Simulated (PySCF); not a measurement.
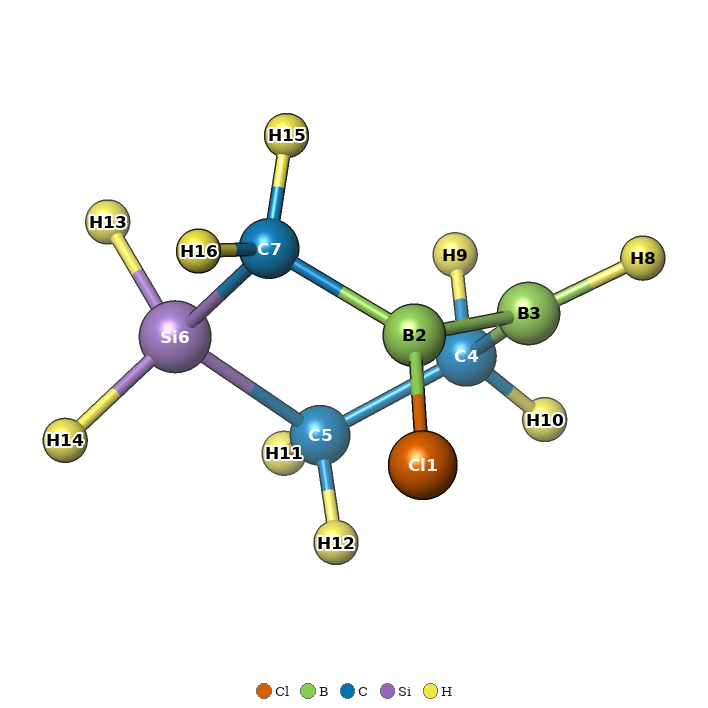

Atoms fade into the background with distance from the viewer. Computed geometry: GFN2-xTB optimisation. No frequency run is at hand to confirm it as a minimum.

Q: What is the conformation of the ring B2–B3–C4–C5–Si6–C7?

A: It is between boat and twist-boat (Cremer–Pople θ = 85°, folded into 0 to 90°). The Cremer–Pople amplitude Q is 0.78 Å.

Q: Give the torsion angles round the ring, beginning with the bond from its second to its third atom.

A: −10°, 52°, −36°, −20°, 66°, −58°.
